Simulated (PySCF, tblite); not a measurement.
Potential energy curve for HF (cation, charge +1), doublet.

- GFN2-xTB, 300 K electronic temperature (tblite)
- ROKS-TPSSh = restricted open-shell TPSSh/cc-pVTZ (PySCF 2.14.0)
- UCCSD(T) = PySCF with CCSD(T) on UHF/cc-pVTZ, 1 core orbital frozen
- CASSCF(7,5)/cc-pVTZ (PySCF)

Energies are in kJ/mol, each relative to the lowest point of its own curve near equilibrium.

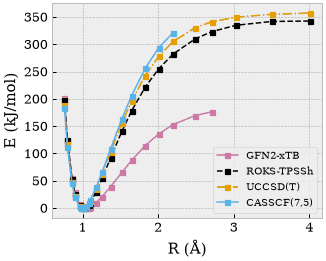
Fig. 1. Energy against bond length for each method.

| R / Å | GFN2-xTB | ROKS-TPSSh | UCCSD(T) | CASSCF(7,5) |
|---|---|---|---|---|
| 0.76 | 200.8 | 197.3 | 188.3 | 183.0 |
| 0.80 | 125.0 | 123.9 | 116.4 | 112.1 |
| 0.86 | 55.6 | 53.8 | 48.4 | 45.6 |
| 0.90 | 29.1 | 26.2 | 22.3 | 20.3 |
| 0.96 | 7.9 | 4.9 | 3.1 | 2.3 |
| 0.98 | 4.3 | 1.8 | 0.7 | 0.2 |
| 1.01 | 1.1 | 0.0 | 0.0 | 0.0 |
| 1.04 | 0.0 | 1.1 | 2.1 | 2.6 |
| 1.08 | 0.9 | 6.0 | 8.4 | 9.5 |
| 1.10 | 2.1 | 9.7 | 12.7 | 14.0 |
| 1.18 | 10.1 | 29.6 | 35.2 | 37.6 |
| 1.26 | 21.1 | 54.6 | 62.6 | 66.1 |
| 1.37 | 38.9 | 91.6 | 102.7 | 107.7 |
| 1.52 | 65.2 | 140.4 | 155.3 | 162.9 |
| 1.65 | 87.4 | 178.2 | 195.9 | 206.0 |
| 1.83 | 114.5 | 221.7 | 242.6 | 256.1 |
| 2.01 | 136.0 | 255.4 | 278.1 | 294.0 |
| 2.20 | 152.9 | 282.2 | 305.1 | 321.2 |
| 2.49 | 169.4 | 309.8 | 330.4 | — |
| 2.71 | 176.2 | 323.0 | 341.0 | — |
| 3.03 | — | 334.6 | 349.5 | — |
| 3.50 | — | 341.7 | 354.8 | — |
| 4.01 | — | 342.5 | 357.1 | — |

At the longest distance, 4.01 Å, UCCSD(T) lies highest above its minimum (357.1 kJ/mol) and ROKS-TPSSh lowest (342.5 kJ/mol).

A dash means that the run gave no value there, or that the column was ended at a point which the program doubted or which failed a test of continuity chosen for this set; such a test can also cut sound points.

At the longest distance ROKS-TPSSh leaves fractional charges on the fragments, a sign of delocalisation error or of the restricted form.
